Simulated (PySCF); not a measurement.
**C3H8Si: a changed input and its effect**

System: C3H8Si.
Method of the first run: GIAO PBE0/pcSseg-1 NMR shielding, non-relativistic, gas phase (PySCF 2.14.0).

The geometry comes from this level: GFN2-xTB, MD frame at 250 fs, 300 K. Text and figures count atoms from 1; the logs count them from 0 in places.

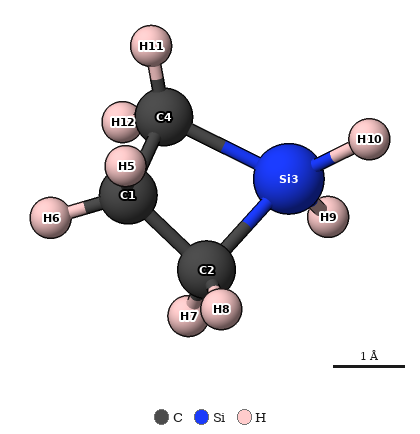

Figure 1. The structure as given in the input (ball-and-stick view, seen at a tilt; atoms are numbered from 1 in the order of the input). Bond lengths as drawn: C–C 1.54 to 1.56 Å, C–H 1.04 to 1.15 Å, C–Si 1.89 to 1.98 Å and H–Si 1.47 to 1.50 Å.

**Input, the first run**
```
{"job": {"kind": "nmr", "xc": "PBE0", "basis": "pcSseg-1", "pop": false}, "charge": 0, "multiplicity": 1}
C     -0.282800    -0.893400    -0.008300
C      0.703700     0.269500     0.186200
Si    -0.703200     1.418100     0.720600
C     -1.640400    -0.120900    -0.088500
H     -0.291000    -1.583900     0.877900
H     -0.089400    -1.653200    -0.851000
H      1.012500     0.626400    -0.768700
H      1.543000     0.051300     0.763600
H     -0.621500     2.663900    -0.054200
H     -0.874600     1.790400     2.164000
H     -2.462800    -0.629600     0.381700
H     -1.945600    -0.044400    -1.160400
```

The first line tells a small driver script what to run in PySCF; the rest is the geometry in Å.

Command:
```bash
OMP_NUM_THREADS=1 python <driver script> task.json out
```

Hardware: 1 CPU thread, shared host.

**Output (the first run)**
```
coarse grid: 9848 points
cycle   1  E = -408.2233895438  dE =  1.915e-01  |g| = 3.964e-01  |ddm| = 2.941e+00
cycle   2  E = -408.1921738235  dE =  3.122e-02  |g| = 5.200e-01  |ddm| = 8.410e-01
cycle   3  E = -408.2660968344  dE = -7.392e-02  |g| = 3.222e-02  |ddm| = 5.243e-01
cycle   4  E = -408.2663225087  dE = -2.257e-04  |g| = 1.364e-02  |ddm| = 4.553e-02
cycle   5  E = -408.2663632725  dE = -4.076e-05  |g| = 4.277e-03  |ddm| = 1.424e-02
cycle   6  E = -408.2663677908  dE = -4.518e-06  |g| = 5.736e-04  |ddm| = 3.720e-03
final grid: 88528 points
cycle   7  E = -408.2913205172  dE = -1.802e-05  |g| = 6.592e-03  |ddm| = 1.870e-02
cycle   8  E = -408.2913114085  dE =  9.109e-06  |g| = 8.788e-03  |ddm| = 1.373e-02
cycle   9  E = -408.2913319419  dE = -2.053e-05  |g| = 3.488e-04  |ddm| = 8.032e-03
cycle  10  E = -408.2913319647  dE = -2.287e-08  |g| = 1.106e-04  |ddm| = 4.192e-04
cycle  11  E = -408.2913319675  dE = -2.761e-09  |g| = 3.852e-05  |ddm| = 1.289e-04
cycle  12  E = -408.2913319679  dE = -3.699e-10  |g| = 5.837e-06  |ddm| = 3.789e-05
converged SCF energy = -408.2913319679

GIAO shielding tensors (ppm)
atom      isotropic    diamagn.    paramagn.     s11        s22        s33       span
  0 C      154.104     248.338     -94.233    132.867    157.411    172.035     39.167
  1 C      177.684     250.783     -73.099    156.727    177.390    198.935     42.208
  2 Si     372.727     878.254    -505.527    341.157    343.162    433.861     92.704
  3 C      165.963     252.207     -86.244    142.133    164.936    190.820     48.687
  4 H       28.487      30.726      -2.239     25.306     27.274     32.881      7.575
  5 H       28.209      29.462      -1.253     24.035     25.710     34.882     10.847
  6 H       30.557      31.946      -1.389     27.784     28.335     35.551      7.768
  7 H       31.676      31.800      -0.124     27.423     28.406     39.200     11.777
  8 H       26.610      28.611      -2.000     23.810     24.406     31.616      7.806
  9 H       26.318      27.763      -1.445     24.040     24.373     30.541      6.501
 10 H       30.316      30.330      -0.014     26.513     27.562     36.873     10.359
 11 H       29.007      29.801      -0.793     25.734     27.127     34.160      8.426
```

The input of the second run differs as follows (lines with − go, lines with + come):
```diff
-C     -0.282800    -0.893400    -0.008300
-C      0.703700     0.269500     0.186200
-Si    -0.703200     1.418100     0.720600
-C     -1.640400    -0.120900    -0.088500
-H     -0.291000    -1.583900     0.877900
-H     -0.089400    -1.653200    -0.851000
-H      1.012500     0.626400    -0.768700
-H      1.543000     0.051300     0.763600
-H     -0.621500     2.663900    -0.054200
-H     -0.874600     1.790400     2.164000
-H     -2.462800    -0.629600     0.381700
-H     -1.945600    -0.044400    -1.160400
+C     -0.607000    -1.281200    -0.166400
+C      0.537400    -0.893600     0.749300
+Si    -0.536300     0.453400     1.533700
+C     -1.790400    -0.733300     0.665000
+H     -0.610600    -2.368800    -0.455300
+H     -0.438200    -0.733400    -1.128100
+H      1.431700    -0.596600     0.103000
+H      0.822200    -1.732400     1.396000
+H     -0.175900     1.749700     0.998700
+H     -0.609300     0.384800     3.036300
+H     -2.113500    -1.501500     1.347800
+H     -2.611000    -0.262300     0.096800
```

Predict how the results change.

With the same method and basis, the second run lies 0.26 kcal/mol lower. The HOMO goes from −8.04 to −7.86 eV. Of all shieldings, the largest change is that of Si3, by +8.8 ppm. The SCF takes 11 iterations against 12.

**Output (the second run)**
```
coarse grid: 9848 points
cycle   1  E = -408.2223096945  dE =  2.290e-01  |g| = 4.049e-01  |ddm| = 2.940e+00
cycle   2  E = -408.1827980547  dE =  3.951e-02  |g| = 5.548e-01  |ddm| = 9.063e-01
cycle   3  E = -408.2672861861  dE = -8.449e-02  |g| = 2.739e-02  |ddm| = 5.697e-01
cycle   4  E = -408.2674538983  dE = -1.677e-04  |g| = 9.719e-03  |ddm| = 3.904e-02
cycle   5  E = -408.2674723674  dE = -1.847e-05  |g| = 3.622e-03  |ddm| = 1.103e-02
cycle   6  E = -408.2674756050  dE = -3.238e-06  |g| = 4.828e-04  |ddm| = 3.059e-03
final grid: 88528 points
cycle   7  E = -408.2917425402  dE = -1.471e-05  |g| = 6.320e-03  |ddm| = 1.756e-02
cycle   8  E = -408.2917330222  dE =  9.518e-06  |g| = 8.700e-03  |ddm| = 1.356e-02
cycle   9  E = -408.2917531430  dE = -2.012e-05  |g| = 2.895e-04  |ddm| = 7.980e-03
cycle  10  E = -408.2917531600  dE = -1.696e-08  |g| = 5.657e-05  |ddm| = 3.855e-04
cycle  11  E = -408.2917531606  dE = -6.331e-10  |g| = 2.573e-05  |ddm| = 9.535e-05
converged SCF energy = -408.2917531606

GIAO shielding tensors (ppm)
atom      isotropic    diamagn.    paramagn.     s11        s22        s33       span
  0 C      156.396     251.509     -95.113    139.787    157.773    171.628     31.841
  1 C      171.917     252.123     -80.206    152.168    172.178    191.406     39.238
  2 Si     381.495     878.817    -497.322    352.491    361.025    430.969     78.478
  3 C      168.192     254.321     -86.130    145.157    172.134    187.284     42.127
  4 H       28.600      30.084      -1.484     24.334     26.197     35.269     10.935
  5 H       28.557      31.891      -3.334     25.139     27.642     32.890      7.751
  6 H       29.080      30.303      -1.223     24.808     26.666     35.767     10.959
  7 H       29.683      30.875      -1.193     26.740     27.670     34.638      7.897
  8 H       26.937      28.894      -1.956     24.461     25.125     31.227      6.766
  9 H       26.275      28.229      -1.954     23.493     23.850     31.483      7.991
 10 H       29.912      30.608      -0.696     26.999     27.938     34.799      7.799
 11 H       29.660      29.596       0.064     26.033     26.464     36.482     10.449
```

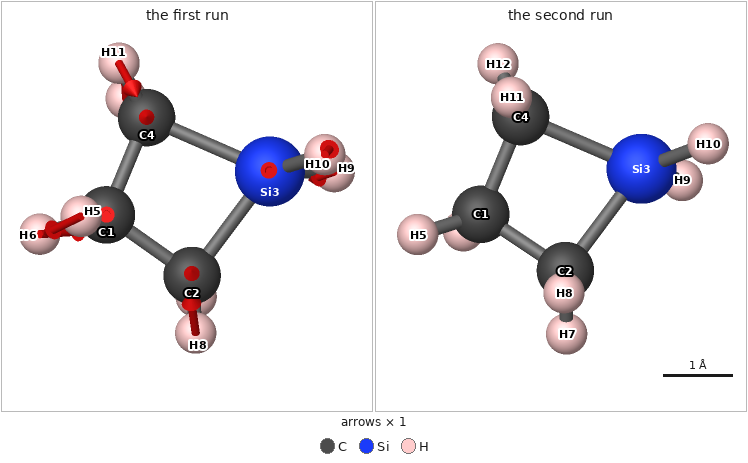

Figure 2. The two input geometries at one scale (ball-and-stick view, seen on its broad side). The red arrows on the first give the shifts of the atoms after the best rigid fit, at true length. The largest move after the best rigid fit is that of H6, 1.07 Å. By element the largest moves are H 1.07 Å, Si 0.30 Å, C 0.28 Å. Among the contacts that change: C2–H7 1.065 → 1.143 Å, C2–H8 1.042 → 1.097 Å, Si3–C4 1.975 → 1.933 Å, C1–H6 1.151 → 1.120 Å.

**The two runs side by side**

```csv
quantity,the first run,the second run
outcome,converged,converged
total energy (hartree),−408.291332,−408.291753
HOMO (eV),−8.04,−7.86
LUMO (eV),0.33,0.30
dipole moment (D),0.26,0.28
shielding of C1 (ppm),154.1,156.4
shielding of C2 (ppm),177.7,171.9
shielding of Si3 (ppm),372.7,381.5
shielding of C4 (ppm),166.0,168.2
shielding of H7 (ppm),30.6,29.1
shielding of H8 (ppm),31.7,29.7
shielding of H12 (ppm),29.0,29.7
SCF iterations,12,11
basis functions,115,115
wall time (shared host),7.8 s,6.5 s
```
